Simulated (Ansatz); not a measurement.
Start from this file.

```cif
data_structure
_symmetry_space_group_name_H-M 'P 1'
_symmetry_Int_Tables_number 1
_cell_length_a 5.4731
_cell_length_b 5.4347
_cell_length_c 5.6694
_cell_angle_alpha 83.656
_cell_angle_beta 77.068
_cell_angle_gamma 101.110
_cell_volume 159.18
loop_
_atom_site_label
_atom_site_type_symbol
_atom_site_fract_x
_atom_site_fract_y
_atom_site_fract_z
_atom_site_occupancy
Zn1 Zn 0.11087 0.15391 0.45704 1
Zn2 Zn 0.30418 0.67209 0.25107 1
Pb1 Pb 0.97441 0.52911 0.72852 1
Pb2 Pb 0.63256 0.37951 0.40429 1
Hf1 Hf 0.00000 0.00000 0.00000 1
Hf2 Hf 0.53716 0.82963 0.70799 1
```

### What would you see if this were drawn?

The material is HfZnPb. No point symmetry survives, so the space group is P1. The atoms show no order inside the cell. One cell contains 2 Hf, 2 Zn, 2 Pb, 6 atoms in all.

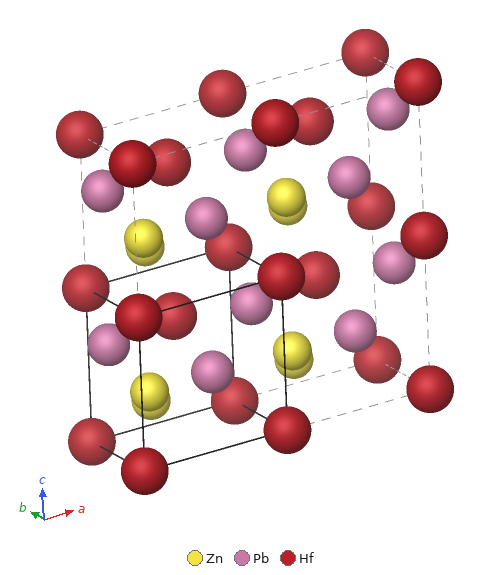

Crystal structure, spheres-only style, seen slightly off an axis. The structure is repeated 2×1×2 times; solid lines mark one simulation cell.

Origin: a made-up disordered cell; unrelaxed. An electronic-structure calculation with Ansatz was run on it.

At this level of theory the cell isn't at rest (forces up to 1.6 eV/Å), so its distances can differ from those at equilibrium, the more so the softer the solid.
